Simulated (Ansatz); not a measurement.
The starting structures come from a database of crystals and need not be the phases stable at ambient conditions.

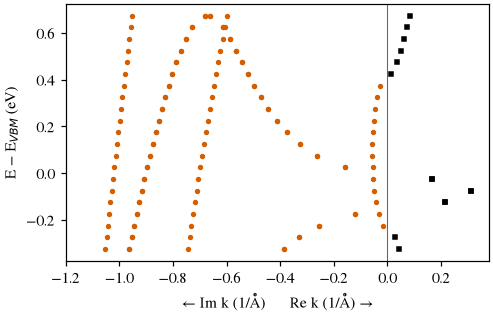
Figure: Complex bands at the centre of the two-dimensional zone; Ansatz (a quantum-chemistry and plane-wave program) with PBEsol

The gap is the functional's own. No spin-orbit coupling. Mid-gap values are interpolated on the energy grid.

### Question
This is Na3Sb (P6_3/mmc, not sure to be the ambient phase, 8 atoms a cell, 29.0 Å³ an atom) along the normal of (001). Read off the slowest decay at the centre of the two-dimensional zone at 0.23 eV, the computed energy nearest the middle of the gap.

### Answer
κ ≈ 0.05 1/Å, a decay length 1/(2κ) of the density of 9.7 Å.
